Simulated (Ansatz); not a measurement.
## Electronic structure of CH5Ga···HF in real space

```yaml
atoms:
  - { symbol: Ga, position_ang: [0.0096, 0.2063, 0.1583] }
  - { symbol: C, position_ang: [-0.0090, 0.1439, 2.1382] }
  - { symbol: H, position_ang: [-0.9907, -0.1086, 2.5693] }
  - { symbol: H, position_ang: [0.7725, -0.5044, 2.5704] }
  - { symbol: H, position_ang: [0.2343, 1.1576, 2.5030] }
  - { symbol: H, position_ang: [1.3850, 0.1940, -0.5957] }
  - { symbol: H, position_ang: [-1.3388, 0.4261, -0.6157] }
  - { symbol: F, position_ang: [-0.3221, -2.5799, 0.8727] }
  - { symbol: H, position_ang: [-0.1732, -2.1092, 1.6540] }
```

Computed with RKS PBE0-D4/def2-SVPD in Ansatz 0.2.0.

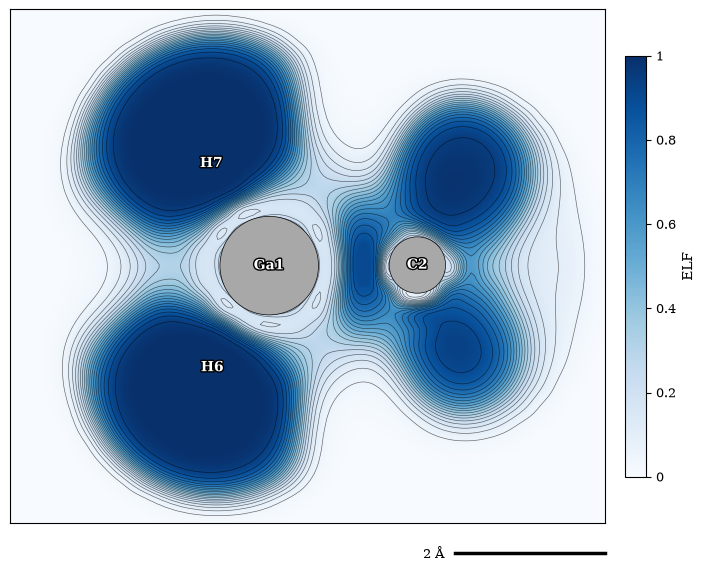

Figure 1. ELF on the plane of atoms C2, Ga1 and H7. Grey discs cover the atomic cores.

Describe what can be read from this map.

Answer.
- Atoms in the plane: Ga, C and H.
- C–Ga (1.98 Å): the ELF peaks at about 0.90 in the valence shell of C, 0.6 Å from its nucleus, and is about 0.55 at the midpoint.
- Ga–H (1.57 Å): the ELF climbs to about 1 towards the hydrogen.

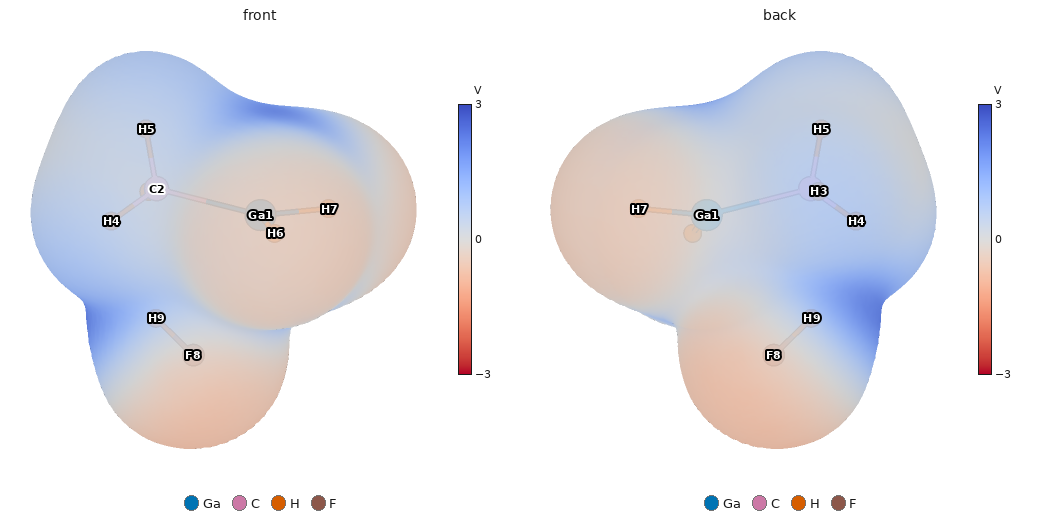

Figure 2. The electrostatic potential painted on the density surface at 0.001 e/bohr³, seen from the front and from behind; the colour scale runs from red (negative) to blue (positive).

Which sites attract a positive test charge, and which a negative one?

Answer. A positive charge is drawn to the negative regions and a negative charge to the positive ones. The most negative region (about −0.7 V, or −16 kcal/mol for a unit charge) lies over F8, the most positive (about +2.1 V, or +48 kcal/mol for a unit charge) over H9.

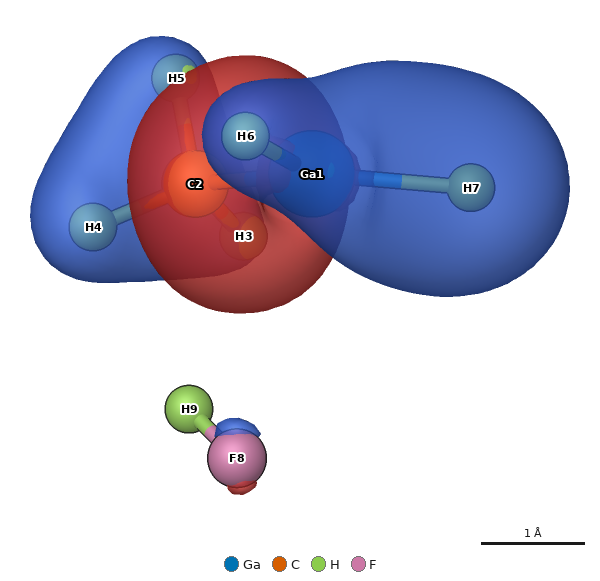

Figure 3. The HOMO at ±0.1 Å⁻³ᐟ² (blue and red are the two phases), seen at an oblique angle.

What is the character of this orbital?

Answer. Its weight (Hirshfeld) is mainly on C2 (about 40 %), Ga1 (about 30 %) and H7 (about 15 %). Its energy is −8.29 eV.
